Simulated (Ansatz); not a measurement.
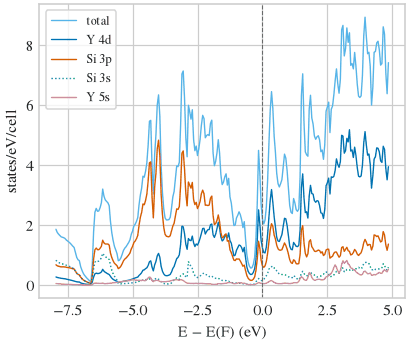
Fig. 1. Total and projected density of states of Y$_{3}$Si$_{5}$ in space group P-62m (No. 189; Y on 3f, Si on 2d, Si on 3g), DFT-r²SCAN in the program Ansatz with PAW potentials

Problem. Which orbitals carry the states next to the Fermi level?

Solution. Within 0.5 eV of the Fermi level: Y 4d 51 %, Si 3p 32 %, Si 3s 9 %, outside the projected shells 6 %. Projections are on Löwdin-orthogonalised atomic valence shells; empty p or d shells of many metals are not among them.

Problem. Where is the tallest occupied peak in this window, and what makes it?

Solution. Near -3.0 eV, about 7.1 states/eV per cell; the largest projected share is Si 3p.

The start of the workflow was typed in or built on a structure type; neither database checked (COD, Materials Project) lists it. Its standing as an ambient phase is unchecked. The r²SCAN relaxation kept the symmetry of its start; its stability against distortions is not shown here. No spin polarisation was allowed. Scalar-relativistic: spin–orbit coupling is off unless named, which matters more the heavier the elements.

Potentials: the earlier of the program's two PAW sets.
